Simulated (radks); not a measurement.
The neutral europium atom in the configuration [Xe] 4f7 6s2. It sits in a hard spherical wall of radius 1.5 bohr. All numbers are computed, not measured: scalar-relativistic Kohn-Sham, LDA (Slater exchange, Perdew-Wang correlation), spin-unpolarised, spherical densities, point nucleus (the in-house radial solver radks).

```
Z 63
configuration [Xe] 4f7 6s2 5d0 6p0 7s0
relativity scalar-relativistic
functional lda,pw
spin unpolarised
nucleus point
wall 1.5 bohr
c 137.035999084
```

Wanted: the number of electrons inside radius r (solid) and the radial density 4πr²ρ (dashed).

The count levels off at 63 electrons. Half of them lie within 0.421 bohr, 90 % within 1.05 bohr and 99 % within 1.33 bohr. The radial density has minima at 0.0295, 0.125 and 0.367 bohr, where the count stands at 1.9, 11.0 and 29.1; these part the shells that the density resolves.

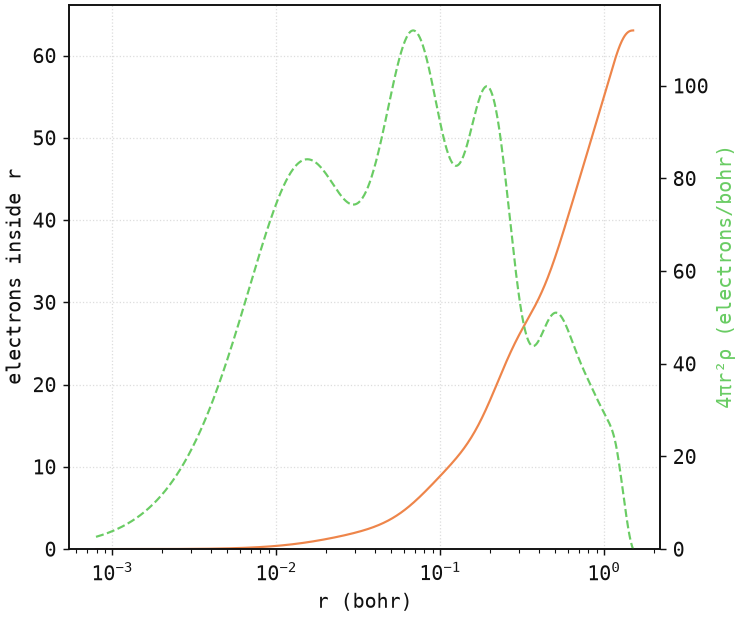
